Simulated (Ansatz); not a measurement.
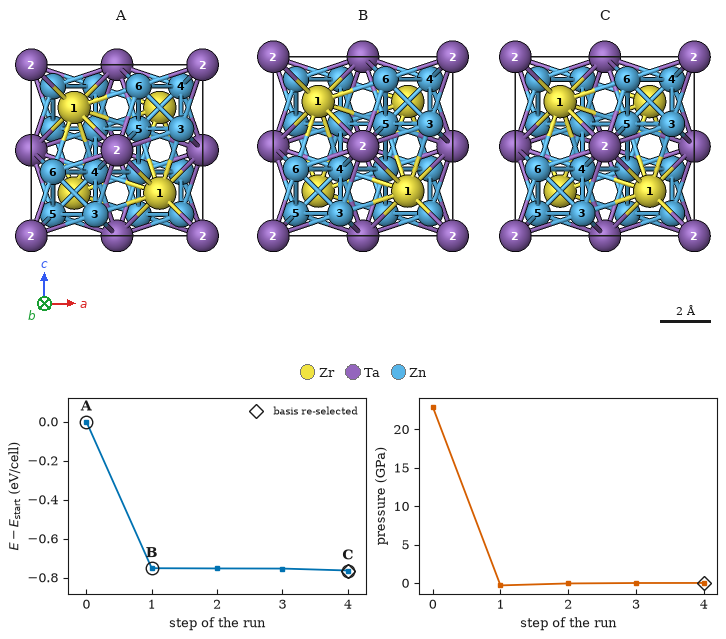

Frames of a relaxation of crystalline ZrTaZn₄ (built on the HoCdCu4 type) (coarse preliminary run), marked on the history of the run. Style: ball-and-stick. Shown: the conventional cell (4 times the calculation's cell), along the b axis. Lengths and directions refer to the drawn axes.

Case: HoCdCu4 type (F-43m, No. 216).

All numbers below come from DFT PBE, scalar-relativistic, plane waves, PAW in Ansatz. Settings: plane-wave cutoff 420 eV; k-point mesh 4 × 4 × 4; occupations gaussian; smearing width 0.1 eV; no spin polarisation; cell and atoms relaxed; force threshold 0.04 eV/Å; at most 70 steps.

**Describe the path.**

Over 3 accepted moves (4 points after the start) the energy falls by 0.764 eV per cell of the calculation. The largest force component goes from 0.1 to 0.0003 eV/Å. Pressure: 22.94 GPa at the start and 0.00 GPa at the end. The SCF was repeated once at an unchanged geometry on a basis and grid sized afresh for the cell, which shifted the energy by 9.9 meV per cell of the calculation at most. The largest moves relative to the cell, 0.005 Å, are those of Zn3, Zn4, Zn5 and Zn6. Zn3 goes along [1 −1 −1]. Zr and Ta stay in place. The drawn cell changes as follows: a = b = c 6.933 → 7.251 Å (+4.6 %); the volume changes by +14.4 %. Some distances before and after: Zr1–Ta2 3.002 → 3.140 Å, Ta2–Zn3 2.873 → 3.005 Å, Zr1–Zn3 2.876 → 3.007 Å, Zn3–Zn4 2.436 → 2.555 Å. The space group stays F-43m (No. 216). From step 0 to 1: volume +14.7 %, energy −0.752 eV per cell of the calculation. From step 1 to 4: volume −0.3 %, energy −11.8 meV per cell of the calculation.

```json
{"step": "0", "E − E(0), meV/atom": "0.00", "largest force component, eV/Å": "0.1023", "pressure, GPa": "22.94", "volume, Å³/atom": "13.884", "note": ""}
{"step": "1", "E − E(0), meV/atom": "-125.38", "largest force component, eV/Å": "0.0699", "pressure, GPa": "-0.31", "volume, Å³/atom": "15.927", "note": ""}
{"step": "2", "E − E(0), meV/atom": "-125.57", "largest force component, eV/Å": "0.0475", "pressure, GPa": "-0.06", "volume, Å³/atom": "15.894", "note": ""}
{"step": "3", "E − E(0), meV/atom": "-125.68", "largest force component, eV/Å": "0.0000", "pressure, GPa": "0.00", "volume, Å³/atom": "15.886", "note": ""}
{"step": "4", "E − E(0), meV/atom": "-127.34", "largest force component, eV/Å": "0.0003", "pressure, GPa": "0.00", "volume, Å³/atom": "15.886", "note": "same geometry, new basis"}
```
